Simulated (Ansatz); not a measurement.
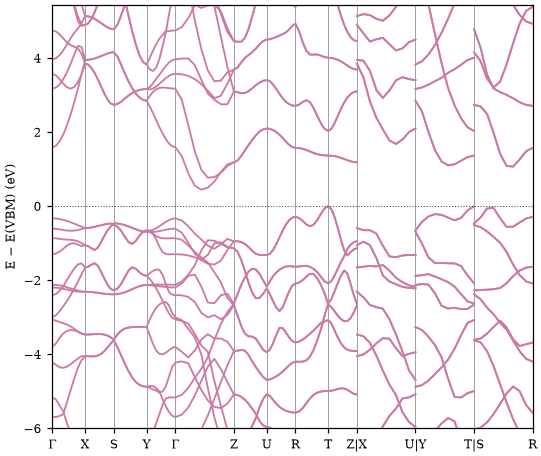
Band structure from DFT-LDA in the program Ansatz with PAW potentials

Q: Read off the gap and where the band edges lie.

A: About 0.4 eV (0.45 eV by a search for the band edges); maximum at T, minimum on the Γ–Z line, 45 % of the way from Γ.

The material is P₂Ru in space group Pnnm (No. 58; P on 4g, Ru on 2a).

The first step of the workflow began from a Materials Project structure, measured or hypothetical; the Crystallography Open Database files this formula in space group No. 58, but the cells were not matched. Its standing as an ambient phase is unchecked. The cell was relaxed with LDA under the symmetry of its start; whether a distortion lowers the energy is not shown. No spin polarisation was allowed. Scalar-relativistic: spin–orbit coupling is off unless named, which matters more the heavier the elements.

Potentials: the later of the program's two PAW sets.
